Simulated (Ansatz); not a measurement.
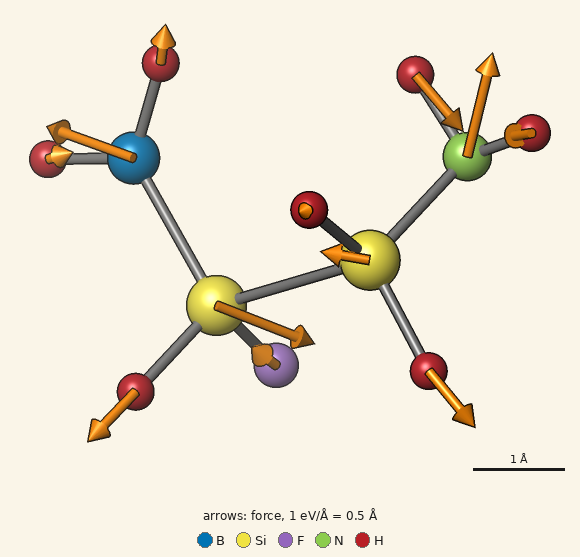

Starting geometry of BSi₂NH₇F (coarse preliminary run) with the computed forces as orange arrows. A ball-and-stick model, seen at a tilt.

The start comes from a force field.

The calculation used Ansatz 0.2.0, RKS PBE-D4/def2-SVP. Set-up: force threshold 0.03 eV/Å; at most 200 steps.

> What follows when this structure is relaxed?

It isn't relaxed: the largest force vector, on the B atom, is 2.70 eV/Å. The final displacements have little in common with the starting forces (cosine between the two patterns 0.12). The largest move after the best rigid fit is that of an H atom, 1.34 Å. Largest moves by element: H 1.34 Å, F 0.23 Å, Si 0.11 Å, N 0.10 Å, B 0.06 Å. Near-neighbour distances that change, for instance: Si–Si 2.297 → 2.383 Å, H–Si 1.423 → 1.506 Å, B–Si 1.902 → 1.974 Å, H–N 1.078 → 1.023 Å. Among the angles between lasting bonds that change: Si–N–H 106.3° → 119.8°, Si–N–H 106.0° → 118.7°, Si–B–H 123.9° → 117.1°. Groups turn about B–Si by about 75°. After 18 accepted moves (20 points after the start) the energy has fallen by 76.2 kJ/mol. Largest force component: 2.1 eV/Å at the start, 0.013 eV/Å at the end. The line search rejected the trial steps at points 8, 16 of the run. The run took 29 s on 4 threads of Arm Neoverse V1, on a shared host.
